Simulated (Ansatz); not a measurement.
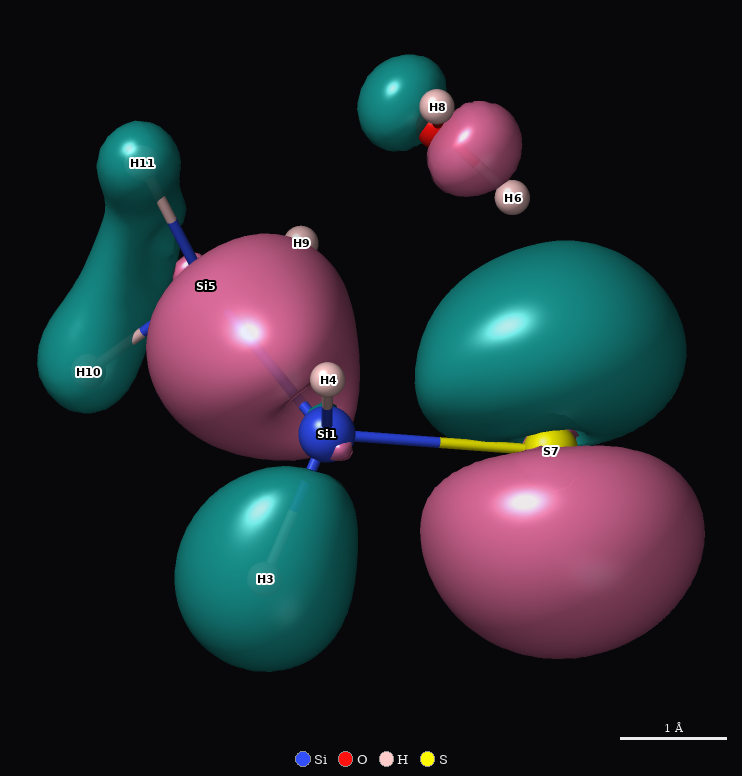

Figure 1: H₆SSi₂···H₂O. One frontier orbital at ±0.08 Å⁻³ᐟ² (teal and pink are the two phases), seen at a tilt.

These are results of RKS PBE0-D4/def2-SVP (Ansatz 0.2.0), not measurements.

```csv
atom,x (Å),y (Å),z (Å)
Si,-0.7477,-1.0694,0.0919
O,1.8776,0.5343,0.5650
H,-2.0778,-1.6965,-0.1887
H,-0.2209,-1.6833,1.3480
Si,-0.8977,1.2745,0.1929
H,1.9639,-0.1138,-0.1529
S,0.6741,-1.7357,-1.4218
H,2.1236,0.0357,1.3520
H,-0.1088,1.8935,-0.9117
H,-2.3383,1.6362,-0.0297
H,-0.5027,1.7993,1.5304
H,0.2546,-0.8749,-2.3753
```

Which orbital is it: HOMO or LUMO?

The HOMO, at −7.45 eV. Its weight (Hirshfeld) is mainly on S7 (about 65 %), Si1 (about 10 %) and Si5 (about 10 %).
